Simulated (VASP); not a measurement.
Band structure of AlGa₃N₄ (space group Pm). Computed with r2SCAN meta-GGA, VASP's PBE PAW potentials (set 64) (plane waves; VASP).

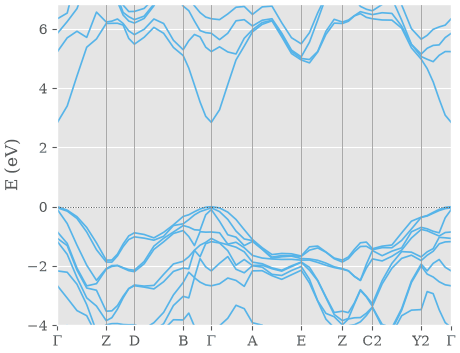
Fig. 1. Bands along high-symmetry lines, zero at the valence-band maximum or, without a gap, the Fermi level

Task: Read the plot: is there a gap, and where are the band edges?

Result: The gap is direct, 2.84 eV, from the valence maximum at Γ to the conduction minimum at Γ.

The structure comes from a computed database's AlGa3N4 entry (Pm); how it stands against other phases isn't given here. It was relaxed first.
